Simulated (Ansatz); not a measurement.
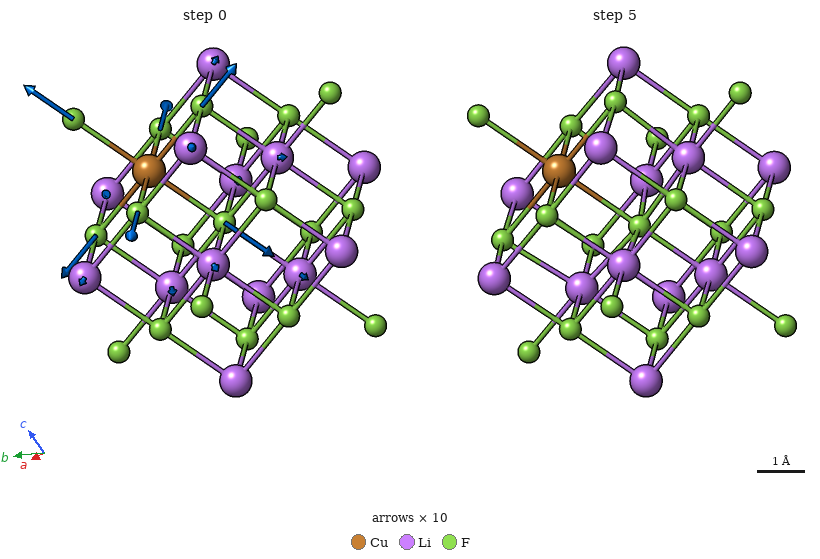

The structure of a defect cell of composition Li₂₆CuF₂₇ before (left) and after (right) a relaxation, at one scale. The blue arrows give the displacements, magnified 10 times.

A ball-and-stick model of the atoms within 4.2 Å of the atom that moves most (axes of the cell of the calculation), seen from a free direction.

These are results of DFT, PBE, plane-wave PAW, default files, scalar-relativistic (Ansatz 0.2.0), not measurements. Settings: plane-wave cutoff 420 eV; k-point mesh 3 × 3 × 3; occupations fermi dirac; smearing width 0.01 eV; no spin polarisation; atoms relaxed in a fixed cell; force threshold 0.03 eV/Å; at most 40 steps.

Question: Summarise the run.

Answer: The energy falls by 0.691 eV per cell of the calculation in 5 geometry steps. Largest force component: 1.8 eV/Å at the start, 0.0011 eV/Å at the end. The largest moves, 0.13 Å, are those of F atoms. By element the largest moves are F 0.13 Å, Li 0.02 Å. Cu stays in place. The cell stays as it was. Some distances before and after: Cu–F 2.014 → 2.149 Å, F–Li 2.014 → 1.904 Å, F–Li 2.014 → 1.989 Å, F–Li 2.014 → 2.034 Å. Among the angles between lasting bonds that change: F–Li–F 90.0° → 96.7°, Li–F–Li 180.0° → 173.3°, F–Li–F 90.0° → 86.2°.
